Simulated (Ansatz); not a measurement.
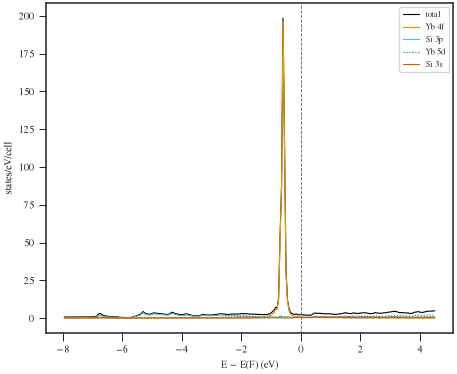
Figure. Total and projected density of states of YbSi₂ in space group I4_1/amd (No. 141; Yb on 4b, Si on 8e), plane-wave PAW r²SCAN (Ansatz code)

Which orbitals carry the states next to the Fermi level?

Within 0.5 eV of the Fermi level: Yb 4f 63 %, Si 3p 15 %, Yb 5d 14 %, Si 3s 5 %. Projections are on Löwdin-orthogonalised atomic valence shells; empty p or d shells of many metals are not among them.

Where is the tallest occupied peak in this window, and what makes it?

Near -0.6 eV, about 200 states/eV per cell; the largest projected share is Yb 4f.

The workflow started from a Materials Project entry (that database holds measured and hypothetical structures alike); the Crystallography Open Database copy checked does not list it. COD files the formula under space group No. 191. Its standing as an ambient phase is unchecked. Symmetry was held in the r²SCAN relaxation; whether a distortion lowers the energy is not shown. The run is not spin-polarised. The 4f shell is in the valence. No Hubbard U is applied. Spin–orbit coupling is left out wherever it is not named.

Potentials: the later of the program's two PAW sets.
